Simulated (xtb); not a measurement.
Geometry relaxation of SiHSBrClF (part 2 of 2)

Continued. System: SiHSBrClF, SMILES F[Si](S)(Cl)Br. Method: GFN2-xTB (xtb 6.7.1 later snapshot). The geometry comes from this level: GFN2-xTB.

Geometry of the input (Å):
```
F  1.0386  -0.7146  -1.1167
Si -0.2542  -0.1277  -0.3721
S  0.0741  -0.2940  1.7312
Cl -1.8722  -1.1244  -0.9488
Br -0.2502  1.9638  -1.0237
H  1.2638  0.2969  1.7300
```

**The program's output, continued**
```
 iter      E             dE          RMSdq      gap      omega  full diag
   1    -19.0578941 -0.190579E+02  0.203E-02    5.19       0.0  T
   2    -19.0578941 -0.254054E-07  0.118E-02    5.19       3.5  T
   3    -19.0578941 -0.213568E-09  0.352E-03    5.19      11.6  T
   4    -19.0578941  0.211775E-08  0.209E-03    5.19      19.5  T
   5    -19.0578941 -0.159508E-07  0.120E-03    5.19      33.9  T
   6    -19.0578941 -0.173054E-08  0.747E-04    5.19      54.7  T
   7    -19.0578941 -0.800497E-09  0.297E-04    5.19     137.3  T
     SCC iter.                  ...        0 min,  0.002 sec
     gradient                   ...        0 min,  0.002 sec
 * total energy  :   -19.0094677 Eh     change        0.1055315E-06 Eh
   gradient norm :     0.0001375 Eh/α   predicted    -0.1020556E-06 (-196.71%)
   displ. norm   :     0.0034547 α      lambda       -0.2683757E-06
   maximum displ.:     0.0019777 α      in ANC's #2, #5, #3, ...

........................................................................
.............................. CYCLE    7 ..............................
........................................................................

 iter      E             dE          RMSdq      gap      omega  full diag
   1    -19.0578965 -0.190579E+02  0.137E-02    5.19       0.0  T
   2    -19.0578965 -0.929445E-08  0.811E-03    5.19       5.0  T
   3    -19.0578965 -0.702133E-09  0.196E-03    5.19      20.8  T
   4    -19.0578965  0.879538E-09  0.129E-03    5.19      31.6  T
   5    -19.0578965 -0.511428E-08  0.657E-04    5.19      62.1  T
   6    -19.0578965 -0.430237E-09  0.396E-04    5.19     103.2  T
     SCC iter.                  ...        0 min,  0.002 sec
     gradient                   ...        0 min,  0.002 sec
 * total energy  :   -19.0094680 Eh     change       -0.2247425E-06 Eh
   gradient norm :     0.0000289 Eh/α   predicted    -0.1324594E-06 ( -41.06%)
   displ. norm   :     0.0037740 α      lambda       -0.4331545E-07
   maximum displ.:     0.0033275 α      in ANC's #1, #2, #6, ...

........................................................................
.............................. CYCLE    8 ..............................
........................................................................

 iter      E             dE          RMSdq      gap      omega  full diag
   1    -19.0579040 -0.190579E+02  0.824E-03    5.19       0.0  T
   2    -19.0579040 -0.394627E-08  0.439E-03    5.19       9.3  T
   3    -19.0579040 -0.118603E-08  0.111E-03    5.19      36.7  T
   4    -19.0579040  0.700570E-09  0.743E-04    5.19      54.9  T
   5    -19.0579040 -0.106116E-08  0.364E-04    5.19     112.3  T
     SCC iter.                  ...        0 min,  0.002 sec
     gradient                   ...        0 min,  0.002 sec
 * total energy  :   -19.0094680 Eh     change       -0.5104785E-07 Eh
   gradient norm :     0.0000377 Eh/α   predicted    -0.2363455E-07 ( -53.70%)
   displ. norm   :     0.0064875 α      lambda       -0.5679382E-07
   maximum displ.:     0.0047816 α      in ANC's #1, #2, #3, ...

   *** GEOMETRY OPTIMIZATION CONVERGED AFTER 8 ITERATIONS ***

------------------------------------------------------------------------
 total energy gain   :        -0.0000034 Eh       -0.0021 kcal/mol
 total RMSD          :         0.0090411 a0        0.0048 Å
 total power (kW/mol):        -0.0011230 (step)   -0.2060 (real)
------------------------------------------------------------------------

 ANCopt (total)                0 d,  0 h,  0 min,  0.044 sec
 optimizer setup                ...        0 min,  0.000 sec (  0.166%)
 model hessian                  ...        0 min,  0.000 sec (  0.239%)
 ANC generation                 ...        0 min,  0.000 sec (  0.128%)
 coordinate transformation      ...        0 min,  0.000 sec (  0.086%)
 single point calculation       ...        0 min,  0.042 sec ( 96.990%)
 optimization log               ...        0 min,  0.000 sec (  1.024%)
 hessian update                 ...        0 min,  0.000 sec (  0.071%)
 rational function              ...        0 min,  0.000 sec (  0.792%)

================
 final structure:
================
$coord
        1.96380026261623       -1.34324802650155       -2.10430914404628      f
       -0.48360391876945       -0.23698545094812       -0.70102852164784      si
        0.13605888323966       -0.55362737881618        3.27449741547518      s
       -3.53586221312130       -2.13033111461261       -1.79046506289748      cl
       -0.47279430799563        3.71567232639341       -1.94368381144407      br
        2.39242019129049        0.54850074722405        3.26498912456049      h
$end

 Bond Distances (Angstroems)
 ---------------------------
F1-Si2=1.6036        Si2-F1=1.6036        Si2-S3=2.1357        Si2-Cl4=1.9862       Si2-Br5=2.1926       S3-Si2=2.1357
S3-H6=1.3289         Cl4-Si2=1.9862       Br5-Si2=2.1926       H6-S3=1.3289
 Si F  Rav=1.6036 sigma=0.0000  Rmin=1.6036  Rmax=1.6036     1
 S  H  Rav=1.3289 sigma=0.0000  Rmin=1.3289  Rmax=1.3289     1
 S  Si Rav=2.1357 sigma=0.0000  Rmin=2.1357  Rmax=2.1357     1
 Cl Si Rav=1.9862 sigma=0.0000  Rmin=1.9862  Rmax=1.9862     1
 Br Si Rav=2.1926 sigma=0.0000  Rmin=2.1926  Rmax=2.1926     1

 selected bond angles (degree)
 --------------------
S3-Si2-F1=107.67               Cl4-Si2-F1=109.77              Cl4-Si2-S3=111.79              Br5-Si2-F1=101.96
Br5-Si2-S3=111.71              Br5-Si2-Cl4=113.35             H6-S3-Si2= 95.73

 selected dihedral angles (degree)
 ---------------------------------
H6-S3-Si2-F1= 50.93           H6-S3-Si2-Cl4=171.57          H6-S3-Si2-Br5=299.77
           -------------------------------------------------
          |                Final Singlepoint                |
           -------------------------------------------------

          ...................................................
          :                      SETUP                      :
          :.................................................:
          :  # basis functions                  45          :
          :  # atomic orbitals                  41          :
          :  # shells                           15          :
          :  # electrons                        32          :
          :  max. iterations                   250          :
          :  Hamiltonian                  GFN2-xTB          :
          :  restarted?                      false          :
          :  GBSA solvation                  false          :
          :  PC potential                    false          :
          :  electronic temp.          300.0000000     K    :
          :  accuracy                    1.0000000          :
          :  -> integral cutoff          0.2500000E+02      :
          :  -> integral neglect         0.1000000E-07      :
          :  -> SCF convergence          0.1000000E-05 Eh   :
          :  -> wf. convergence          0.1000000E-03 e    :
          :  Broyden damping             0.4000000          :
          :  net charge                          0          :
          :  unpaired electrons                  0          :
          ...................................................

 iter      E             dE          RMSdq      gap      omega  full diag
   1    -19.0579040 -0.190579E+02  0.187E-04    5.19       0.0  T
   2    -19.0579040 -0.872191E-11  0.153E-04    5.19     266.3  T
   3    -19.0579040  0.160227E-10  0.124E-04    5.19     328.1  T

   *** convergence criteria satisfied after 3 iterations ***

         #    Occupation            Energy/Eh            Energy/eV
      -------------------------------------------------------------
         1        2.0000           -1.1015187             -29.9738
       ...           ...                  ...                  ...
        10        2.0000           -0.5019983             -13.6601
        11        2.0000           -0.4932451             -13.4219
        12        2.0000           -0.4823238             -13.1247
        13        2.0000           -0.4671274             -12.7112
        14        2.0000           -0.4595362             -12.5046
        15        2.0000           -0.4561183             -12.4116
        16        2.0000           -0.4214330             -11.4678 (HOMO)
        17                         -0.2307014              -6.2777 (LUMO)
        18                         -0.2161575              -5.8819
        19                         -0.1934649              -5.2644
        20                         -0.1775850              -4.8323
        21                         -0.1423976              -3.8748
       ...                                ...                  ...
        41                          1.0947424              29.7895
      -------------------------------------------------------------
                  HL-Gap            0.1907315 Eh            5.1901 eV
             Fermi-level           -0.3260672 Eh           -8.8727 eV

 SCC (total)                   0 d,  0 h,  0 min,  0.004 sec
 SCC setup                      ...        0 min,  0.000 sec (  0.967%)
 Dispersion                     ...        0 min,  0.000 sec (  0.264%)
 classical contributions        ...        0 min,  0.000 sec (  0.099%)
 integral evaluation            ...        0 min,  0.001 sec ( 26.629%)
 iterations                     ...        0 min,  0.001 sec ( 24.689%)
 molecular gradient             ...        0 min,  0.002 sec ( 44.929%)
 printout                       ...        0 min,  0.000 sec (  2.110%)

         :::::::::::::::::::::::::::::::::::::::::::::::::::::
         ::                     SUMMARY                     ::
         :::::::::::::::::::::::::::::::::::::::::::::::::::::
         :: total energy             -19.009468013034 Eh    ::
         :: gradient norm              0.000038065206 Eh/a0 ::
         :: HOMO-LUMO gap              5.190069462181 eV    ::
         ::.................................................::
         :: SCC energy               -19.057900667795 Eh    ::
         :: -> isotropic ES            0.040276482740 Eh    ::
         :: -> anisotropic ES         -0.004210139755 Eh    ::
         :: -> anisotropic XC         -0.022646221030 Eh    ::
         :: -> dispersion             -0.006518743643 Eh    ::
         :: repulsion energy           0.048432654761 Eh    ::
         :: add. restraining           0.000000000000 Eh    ::
         :: total charge               0.000000000000 e     ::
         :::::::::::::::::::::::::::::::::::::::::::::::::::::

           -------------------------------------------------
          |                Property Printout                |
           -------------------------------------------------

    * Orbital Energies and Occupations

         #    Occupation            Energy/Eh            Energy/eV
      -------------------------------------------------------------
         1        2.0000           -1.1015187             -29.9738
       ...           ...                  ...                  ...
         4        2.0000           -0.7577056             -20.6182
         5        2.0000           -0.6663288             -18.1317
         6        2.0000           -0.5641102             -15.3502
         7        2.0000           -0.5620735             -15.2948
         8        2.0000           -0.5559659             -15.1286
         9        2.0000           -0.5246882             -14.2775
        10        2.0000           -0.5019983             -13.6601
        11        2.0000           -0.4932451             -13.4219
        12        2.0000           -0.4823238             -13.1247
        13        2.0000           -0.4671274             -12.7112
        14        2.0000           -0.4595362             -12.5046
        15        2.0000           -0.4561183             -12.4116
        16        2.0000           -0.4214330             -11.4678 (HOMO)
        17                         -0.2307014              -6.2777 (LUMO)
        18                         -0.2161575              -5.8819
        19                         -0.1934649              -5.2644
        20                         -0.1775850              -4.8323
        21                         -0.1423976              -3.8748
        22                         -0.0579748              -1.5776
        23                         -0.0525124              -1.4289
        24                         -0.0411895              -1.1208
        25                         -0.0361527              -0.9838
        26                         -0.0317523              -0.8640
        27                         -0.0260184              -0.7080
       ...                                ...                  ...
        41                          1.0947424              29.7895
      -------------------------------------------------------------
                  HL-Gap            0.1907315 Eh            5.1901 eV
             Fermi-level           -0.3260672 Eh           -8.8727 eV

     #   Z          covCN         q      C6AA      α(0)
     1   9          0.708    -0.234    11.602     4.022
     2  14          3.215     0.610   132.768    24.102
     3  16          1.805    -0.288   153.496    20.853
     4  17          0.814    -0.170   104.393    15.630
     5  35          0.844    -0.094   187.395    22.071
     6   1          0.923     0.177     1.223     1.730

 Mol. C6AA /au·bohr⁶  :       2690.018813
 Mol. C8AA /au·bohr⁸  :     139836.046114
 Mol. α(0) /au        :         88.407799

Wiberg/Mayer (AO) data.
largest (>0.10) Wiberg bond orders for each atom

 ---------------------------------------------------------------------------
     #   Z sym  total        # sym  WBO       # sym  WBO       # sym  WBO
 ---------------------------------------------------------------------------
     1   9      1.239 --     2      1.101
     2  14      4.366 --     4      1.134     5      1.121     1      1.101
                             3      0.989
     3  16      2.120 --     2      0.989     6      0.945
     4  17      1.298 --     2      1.134
     5  35      1.301 --     2      1.121
     6   1      0.969 --     3      0.945
 ---------------------------------------------------------------------------

Topologies differ in total number of bonds
Writing topology from bond orders to xtbtopo.mol

molecular dipole:
                 x           y           z       tot (Debye)
 q only:        0.277       0.438       0.188
   full:       -0.143      -1.320       0.280       3.450
molecular quadrupole (traceless):
                xx          xy          yy          xz          yz          zz
 q only:        0.768      -0.264      -0.128       1.894       0.467      -0.640
  q+dip:        8.373       3.163      -8.325       3.874       7.598      -0.048
   full:        8.403       3.611      -8.725       4.324       7.454       0.322

           -------------------------------------------------
          |                Geometry Summary                 |
           -------------------------------------------------

      molecular mass/u    :      195.5130954
   center of mass at/Å    :       -0.3589874       0.4655212      -0.4605691
  moments of inertia/u·Å² :        0.2846748E+03   0.4510815E+03   0.5725230E+03
rotational constants/cm⁻¹ :        0.5921716E-01   0.3737159E-01   0.2944446E-01

 * 5 selected distances

     #   Z          #   Z                                           value/Å
     1   9          2  14                                         1.6035731
     2  14          3  16                                         2.1357433
     2  14          4  17                                         1.9862068
     2  14          5  35                                         2.1925962 (max)
     3  16          6   1                                         1.3288507 (min)

 * 5 distinct bonds (by element types)

   Z      Z             #   av. dist./Å        max./Å        min./Å
   9 F   14 Si          1     1.6035731     1.6035731     1.6035731
   1 H   16 S           1     1.3288507     1.3288507     1.3288507
  14 Si  16 S           1     2.1357433     2.1357433     2.1357433
  14 Si  17 Cl          1     1.9862068     1.9862068     1.9862068
  14 Si  35 Br          1     2.1925962     2.1925962     2.1925962

optimized geometry written to: xtbopt.coord

           -------------------------------------------------
          | TOTAL ENERGY              -19.009468013034 Eh   |
          | GRADIENT NORM               0.000038065206 Eh/α |
          | HOMO-LUMO GAP               5.190069462181 eV   |
           -------------------------------------------------

------------------------------------------------------------------------
------------------------------------------------------------------------
 total:
 *  cpu-time:     0 d,  0 h,  0 min,  0.065 sec
 * ratio c/w:     1.000 speedup
 SCF:
 *  cpu-time:     0 d,  0 h,  0 min,  0.009 sec
 * ratio c/w:     1.000 speedup
 ANC optimizer:
 *  cpu-time:     0 d,  0 h,  0 min,  0.048 sec
 * ratio c/w:     1.000 speedup
```

**Trajectory as extended XYZ (Å, eV, eV/Å), 8 frames, from step=0 to step=7**
```
6
Properties=species:S:1:pos:R:3 step=0 energy=-517.27388
F     1.0386   -0.7146   -1.1167
Si   -0.2542   -0.1277   -0.3721
S     0.0741   -0.2940    1.7312
Cl   -1.8722   -1.1244   -0.9488
Br   -0.2502    1.9638   -1.0237
H     1.2638    0.2969    1.7300
6
Properties=species:S:1:pos:R:3 step=1 energy=-517.27371
F     1.0376   -0.7099   -1.1145
Si   -0.2560   -0.1242   -0.3698
S     0.0731   -0.3007    1.7337
Cl   -1.8704   -1.1294   -0.9438
Br   -0.2453    1.9698   -1.0310
H     1.2611    0.2944    1.7254
6
Properties=species:S:1:pos:R:3 step=2 energy=-517.27395
F     1.0378   -0.7113   -1.1157
Si   -0.2566   -0.1269   -0.3712
S     0.0738   -0.2948    1.7323
Cl   -1.8722   -1.1279   -0.9482
Br   -0.2474    1.9660   -1.0267
H     1.2646    0.2949    1.7295
6
Properties=species:S:1:pos:R:3 step=3 energy=-517.27388
F     1.0402   -0.7136   -1.1152
Si   -0.2529   -0.1260   -0.3709
S     0.0719   -0.2948    1.7328
Cl   -1.8707   -1.1236   -0.9466
Br   -0.2519    1.9647   -1.0267
H     1.2635    0.2933    1.7266
6
Properties=species:S:1:pos:R:3 step=4 energy=-517.27397
F     1.0388   -0.7119   -1.1148
Si   -0.2556   -0.1259   -0.3714
S     0.0727   -0.2945    1.7322
Cl   -1.8714   -1.1271   -0.9471
Br   -0.2491    1.9663   -1.0273
H     1.2646    0.2931    1.7283
6
Properties=species:S:1:pos:R:3 step=5 energy=-517.27397
F     1.0387   -0.7107   -1.1145
Si   -0.2559   -0.1262   -0.3704
S     0.0729   -0.2941    1.7333
Cl   -1.8715   -1.1267   -0.9482
Br   -0.2495    1.9655   -1.0283
H     1.2653    0.2923    1.7280
6
Properties=species:S:1:pos:R:3 step=6 energy=-517.27397
F     1.0390   -0.7111   -1.1142
Si   -0.2558   -0.1258   -0.3710
S     0.0723   -0.2935    1.7328
Cl   -1.8713   -1.1272   -0.9476
Br   -0.2497    1.9661   -1.0279
H     1.2654    0.2916    1.7278
6
Properties=species:S:1:pos:R:3 step=7 energy=-517.27398
F     1.0392   -0.7108   -1.1136
Si   -0.2559   -0.1254   -0.3710
S     0.0720   -0.2930    1.7328
Cl   -1.8711   -1.1273   -0.9475
Br   -0.2502    1.9663   -1.0286
H     1.2660    0.2903    1.7278
```

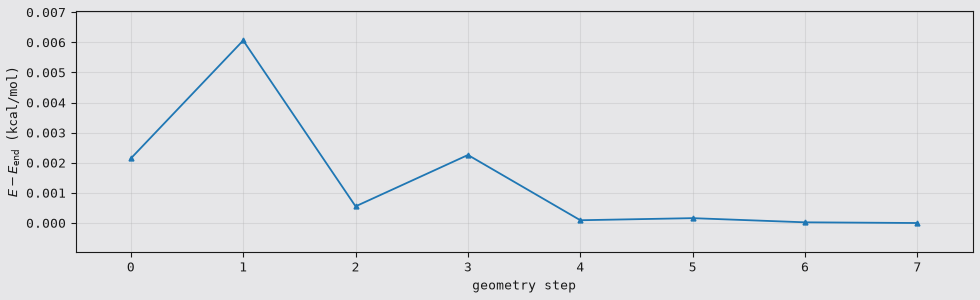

Fig. 1: Progress of the relaxation, step by step (steps are counted from 0). After 7 geometry steps the energy has fallen by next to nothing (0.0 kcal/mol). The atom that moves furthest after the best rigid fit is H6 (0.007 Å). Largest moves by element: H 0.007 Å, Br 0.005 Å, F 0.005 Å, Cl 0.003 Å, Si 0.003 Å, S 0.003 Å. (Atoms are counted from 1 in the order of the input.)

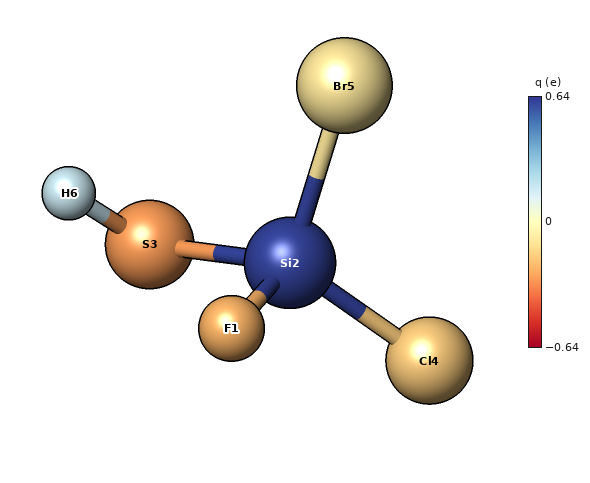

Fig. 2: Mulliken charges, as the colour of each atom (ball-and-stick view, seen at a tilt; atoms are numbered from 1 in the order of the input). By element: F −0.23, Si +0.61, S −0.29, Cl −0.17, Br −0.09 and H +0.18 e.

**Summary**

| quantity | value |
| --- | --- |
| outcome | converged |
| electrons treated | 32 |
| total energy | −19.009468 hartree |
| dispersion energy | −0.006519 hartree |
| basis functions | 45 |
| HOMO | −11.47 eV |
| LUMO | −6.28 eV |
| dipole moment | 3.45 D |
| peak memory | 0.073 GiB |
